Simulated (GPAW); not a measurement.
# Conductance along a series: an Os chain with one atom pushed aside at constant bond length, part 2 of 2

How does transport respond as one structural variable is stepped? The junctions: an Os chain with one atom pushed aside at constant bond length.

GPAW 26.7.0; GPAW LCAO, PAW setups; Landauer transmission from Green's functions with principal layers (ASE), zero bias.

So far, transmission at the Fermi level (one spin): step 2 (member of the series, offset 0.3 Å) 5.90; step 3 (another cell, offset 0.6 Å) 5.38; step 4 (another cell, offset 0.9 Å) 4.55; step 5 (another cell, offset 1.2 Å) 3.78.

### 6. Comparing the runs

Times are for 1 thread of Arm Neoverse V1, shared host. The runs compared:

| no. | offset (Å) | conductance (G₀) | time | memory (GiB) |
| --- | --- | --- | --- | --- |
| 1 | 0.3 | 5.898 | 3 min | 1.3 |
| 2 | 0.6 | 5.373 | 3.1 min | 1.3 |
| 3 | 0.9 | 4.546 | 2.9 min | 1.3 |
| 4 | 1.2 | 3.777 | 3.1 min | 1.3 |

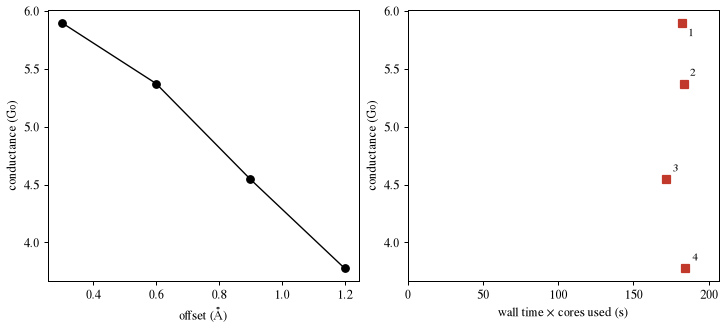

The series as plots; the last panel sets the first result against cost, with the runs numbered as in the table.

The runs together. The transmission, zone mean by energy, zero at the Fermi level:

| energy (eV) | 0.3 | 0.6 | 0.9 | 1.2 |
| --- | --- | --- | --- | --- |
| -2.000 | 3.98 | 3.91 | 3.68 | 2.96 |
| -1.500 | 3.99 | 3.93 | 3.53 | 2.41 |
| -1.000 | 5.96 | 5.61 | 4.73 | 3.62 |
| -0.750 | 5.98 | 5.80 | 5.02 | 3.86 |
| -0.700 | 5.98 | 5.80 | 5.04 | 3.89 |
| -0.650 | 5.98 | 5.80 | 5.04 | 3.91 |
| -0.500 | 5.97 | 5.75 | 4.98 | 3.94 |
| 0.000 | 5.90 | 5.38 | 4.55 | 3.78 |
| 0.500 | 3.86 | 3.35 | 2.94 | 2.52 |
| 0.700 | 3.93 | 3.55 | 2.76 | 2.03 |
| 1.000 | 3.88 | 3.42 | 2.48 | 1.63 |
| 1.500 | 2.95 | 2.56 | 2.00 | 1.40 |
| 2.000 | 2.98 | 2.80 | 2.47 | 1.98 |

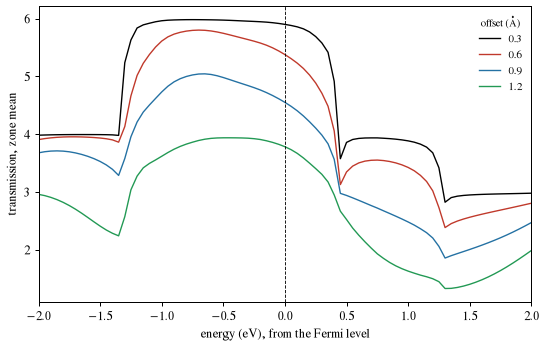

Transmission, zone mean, plotted against energy.

The runs together. Current through one cell, from the zero-bias transmission against bias:

| bias (V) | 0.3 (mA) | 0.6 (mA) | 0.9 (mA) | 1.2 (mA) |
| --- | --- | --- | --- | --- |
| 0.100 | 0.0457 | 0.0416 | 0.0352 | 0.0292 |
| 0.200 | 0.0914 | 0.0832 | 0.0704 | 0.0584 |
| 0.500 | 0.228 | 0.207 | 0.175 | 0.145 |
| 1.000 | 0.437 | 0.396 | 0.339 | 0.279 |
| 1.500 | 0.629 | 0.576 | 0.491 | 0.398 |
| 2.000 | 0.820 | 0.754 | 0.636 | 0.504 |

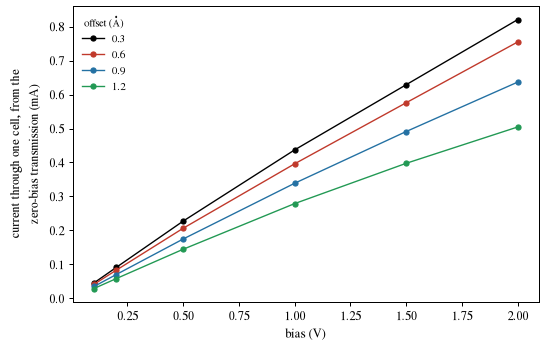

Current through one cell, from the zero-bias transmission against bias.

### 7. SCF mesh 1×1×6

The SCF mesh sets the Fermi level of the repeated cell.

File run.py:

```python
import json
import numpy as np
from ase import Atoms
from ase.transport.calculators import TransportCalculator
from gpaw import GPAW, FermiDirac
from gpaw.lcao.tools import get_lcao_hamiltonian
from scipy.linalg import eigh

# The junction with lead layers at both ends, along the third cell vector
device = Atoms(
    ['Os', 'Os', 'Os', 'Os', 'Os', 'Os', 'Os', 'Os', 'Os', 'Os', 'Os', 'Os', 'Os', 'Os', 'Os'],
    positions=[
        [4.50000, 4.50000, 1.14000],
        [4.50000, 4.50000, 3.42000],
        [4.50000, 4.50000, 5.70000],
        [4.50000, 4.50000, 7.98000],
        [4.50000, 4.50000, 10.26000],
        [4.50000, 4.50000, 12.54000],
        [4.50000, 4.50000, 14.82000],
        [4.80000, 4.50000, 17.08018],
        [4.50000, 4.50000, 19.34035],
        [4.50000, 4.50000, 21.62035],
        [4.50000, 4.50000, 23.90035],
        [4.50000, 4.50000, 26.18035],
        [4.50000, 4.50000, 28.46035],
        [4.50000, 4.50000, 30.74035],
        [4.50000, 4.50000, 33.02035]],
    cell=[[9.0, 0.0, 0.0], [0.0, 9.0, 0.0], [0.0, 0.0, 34.16035]],
    pbc=True)

# One principal layer of the lead: the first 5 atoms of the device
lead = Atoms(
    ['Os', 'Os', 'Os', 'Os', 'Os'],
    positions=[
        [4.50000, 4.50000, 1.14000],
        [4.50000, 4.50000, 3.42000],
        [4.50000, 4.50000, 5.70000],
        [4.50000, 4.50000, 7.98000],
        [4.50000, 4.50000, 10.26000]],
    cell=[[9.0, 0.0, 0.0], [0.0, 9.0, 0.0], [0.0, 0.0, 11.4]],
    pbc=True)

settings = dict(mode='lcao', basis='dzp', xc='PBE', h=0.2,
                occupations=FermiDirac(0.1), maxiter=250,
                mixer=dict(beta=0.1, nmaxold=8, weight=100.0),
                convergence=dict(density=0.0001))
energies = np.arange(-2, 2 + 1e-9, 0.05)
eta = 0.0001
n1, n2 = 1, 1
# k and -k transmit alike, so half of the mesh across the current serves
mesh = [(i, j) for i in range(n1) for j in range(n2) if (i, j) <= (-i % n1, -j % n2)]
weights = np.array([1 if (i, j) == (-i % n1, -j % n2) else 2 for i, j in mesh]) / (n1 * n2)

# [... helper functions left out ...]
fermi_lead = ground_state(lead, (1, 1, 10), 'lead.txt')
fermi_device = ground_state(device, (1, 1, 6), 'device.txt')
# [... loop over the mesh left out, but for ...]
        # Shift the lead onto the potential of the device's first layer
        shift = ((H[:, 0, 0] - H0[:, 0, 0]) / S0[0, 0]).real.mean()
# [...]
kT = 8.617333e-5 * 300
bias = [0.1, 0.2, 0.5, 1.0, 1.5, 2.0]
# [... integrals and printing left out ...]
```

Run with:

```
> OMP_NUM_THREADS=1 OPENBLAS_NUM_THREADS=1 python run.py
```

Output:

```text
basis functions: device 405, principal layer 135
Fermi level: lead -3.4536 eV, device -3.4519 eV; lead shifted by 0.0036 eV
largest coupling past the next layer 1.09e-06 eV, largest misfit of the first layer 0.025 eV
  E-E_F (eV)   T (one spin)  [channel counts left out]
    -2.000    3.9815e+00
    -1.950    3.9851e+00
    -1.900    3.9877e+00
    -1.850    3.9897e+00
    -1.800    3.9909e+00
    -1.750    3.9917e+00
    -1.700    3.9922e+00
    -1.650    3.9924e+00
    -1.600    3.9923e+00
    -1.550    3.9920e+00
    -1.500    3.9913e+00
    -1.450    3.9900e+00
    -1.400    3.9872e+00
    -1.350    3.9784e+00
    -1.300    5.0825e+00
    -1.250    5.6517e+00
[...]
1.650    2.9599e+00
     1.700    2.9629e+00
     1.750    2.9656e+00
     1.800    2.9681e+00
     1.850    2.9705e+00
     1.900    2.9729e+00
     1.950    2.9755e+00
     2.000    2.9781e+00
conductance at 300 K: 5.8981 G0 a cell; thermopower 0.4694 uV/K
current from the zero-bias T(E) at 0.1 V: 45.693 uA
current from the zero-bias T(E) at 0.2 V: 91.352 uA
current from the zero-bias T(E) at 0.5 V: 227.54 uA
current from the zero-bias T(E) at 1.0 V: 437.13 uA
current from the zero-bias T(E) at 1.5 V: 628.77 uA
current from the zero-bias T(E) at 2.0 V: 820.29 uA
```

Wall time 3.6 min (1 thread of Arm Neoverse V1, shared host); peak memory 1.4 GiB.

This step gave:

| Quantity | Value |
| --- | --- |
| conductance | 5.898 G₀ |
| largest misfit of the first principal layer | 0.02543 eV |
| shift that aligns the lead | 0.003582 eV |
| transmission at the Fermi level (one spin) | 5.900 |

One spin. Table of transmission, zone mean by energy, zero at the Fermi level:

| energy (eV) | transmission, zone mean |
| --- | --- |
| -2.0000 | 3.98 |
| -1.7500 | 3.99 |
| -1.5000 | 3.99 |
| -1.2500 | 5.65 |
| -1.0000 | 5.96 |
| -0.7500 | 5.98 |
| -0.5000 | 5.97 |
| -0.2500 | 5.95 |
| 0.0000 | 5.90 |
| 0.2500 | 5.69 |
| 0.5000 | 3.85 |
| 0.7000 | 3.93 |
| 0.7500 | 3.93 |
| 1.0000 | 3.88 |
| 1.2500 | 3.41 |
| 1.5000 | 2.95 |
| 1.7500 | 2.97 |
| 2.0000 | 2.98 |

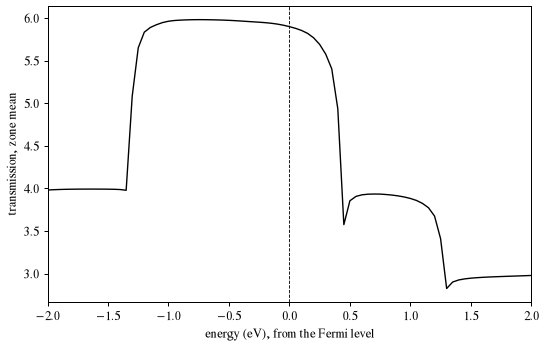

Transmission, zone mean, plotted against energy.

Not self-consistent under bias; the bias window is split evenly. The current through one cell, from the zero-bias transmission by bias:

| bias (V) | current through one cell, from the zero-bias transmission (mA) |
| --- | --- |
| 0.100 | 0.0457 |
| 0.200 | 0.0914 |
| 0.500 | 0.228 |
| 1.000 | 0.437 |
| 1.500 | 0.629 |
| 2.000 | 0.820 |

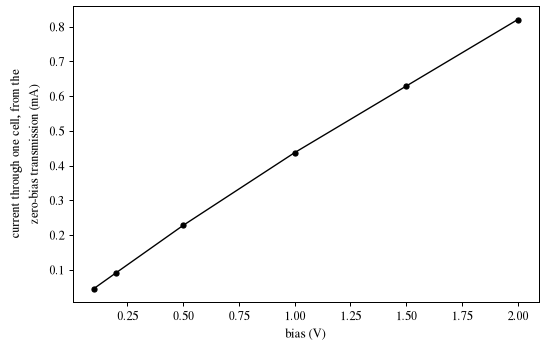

Current through one cell, from the zero-bias transmission, plotted against bias.

The transmission of the three most open eigenchannels by energy, zero at the Fermi level:

| energy (eV) | channel 1 | channel 2 | channel 3 |
| --- | --- | --- | --- |
| -2.000 | 0.999 | 0.998 | 0.997 |
| -1.800 | 0.999 | 0.998 | 0.998 |
| -1.600 | 0.999 | 0.998 | 0.998 |
| -1.400 | 0.999 | 0.998 | 0.995 |
| -1.200 | 0.999 | 0.998 | 0.997 |
| -1.000 | 0.999 | 0.998 | 0.998 |
| -0.800 | 0.999 | 0.998 | 0.998 |
| -0.600 | 0.999 | 0.998 | 0.998 |
| -0.400 | 0.999 | 0.998 | 0.998 |
| -0.200 | 0.999 | 0.998 | 0.998 |
| 0.000 | 0.999 | 0.998 | 0.997 |
| 0.200 | 0.999 | 0.998 | 0.989 |
| 0.400 | 0.999 | 0.997 | 0.882 |
| 0.600 | 0.999 | 0.988 | 0.971 |
| 0.800 | 0.999 | 0.987 | 0.972 |
| 1.000 | 0.999 | 0.992 | 0.957 |
| 1.200 | 0.999 | 0.994 | 0.896 |
| 1.400 | 0.999 | 0.995 | 0.931 |
| 1.600 | 0.999 | 0.996 | 0.961 |
| 1.800 | 0.999 | 0.996 | 0.973 |
| 2.000 | 0.999 | 0.996 | 0.983 |

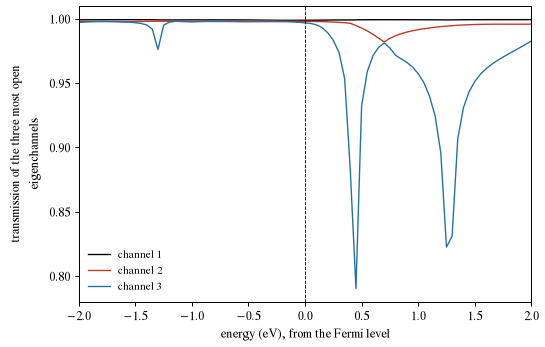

Transmission of the three most open eigenchannels, plotted against energy.

The conductance equals that of the unchanged run to 0.2 %.

### 8. Outcome

| Item | Value |
| --- | --- |
| conductance, first and last member | 5.90 and 3.78 G₀ |
| largest and smallest | 5.90 and 3.78 G₀ |

**Reading.** As the sideways shift goes from 0.3 to 1.2 Å, the conductance goes from 5.90 to 3.78 G₀. The conductance falls at every step of the series. The geometry was built from estimated bond lengths and not relaxed, so the numbers describe this model structure. The run had no spin polarisation, so a magnetic state, which chains and small molecules with open shells often have, wasn't tested. Spin-orbit coupling is left out, which matters for the heavy atoms here. An evenly spaced straight chain is an idealisation: free chains tend to dimerise, zigzag or, where a band edge lies near the Fermi level, turn magnetic. The currents use the zero-bias T(E) throughout, which holds only while the bias is small against the distance to the nearest feature. The energy step is wider than the thermal energy, so the conductance and thermopower rest on interpolation of T(E). The thermopower isn't quoted: it samples T(E) farther from the Fermi level than the conductance does, and the energy grid wasn't tested for it.

[Logs are printed without paths, hosts, clocks, repeated set-up lines and the standing remarks that a program may print on its own settings, such as how far it seeks lower states.]

[Hosts, paths, dates, database ids (printed as entryN), source tags and the programs' standing remarks are cut or masked in the printed files.]
